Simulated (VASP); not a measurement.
Band structure of GaP (relaxed from the NiAs type structure, space group P6_3/mmc). These are PBE GGA, VASP's PBE PAW potentials (set 64) (plane waves; VASP) values and carry that method's errors.

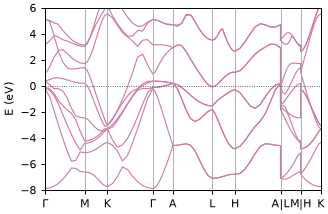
Bands along high-symmetry lines, zero at the valence-band maximum or, without a gap, the Fermi level

### Question
Read the plot: is there a gap, and where are the band edges?

### Answer
It has no gap at this level: it comes out as a metal or semimetal. (Edges off the drawn lines would not show.)

The structure was generated: GaP was put into the NiAs type type (P6_3/mmc), which need not be its known phase. It was relaxed first, which changed the volume by +18 %.
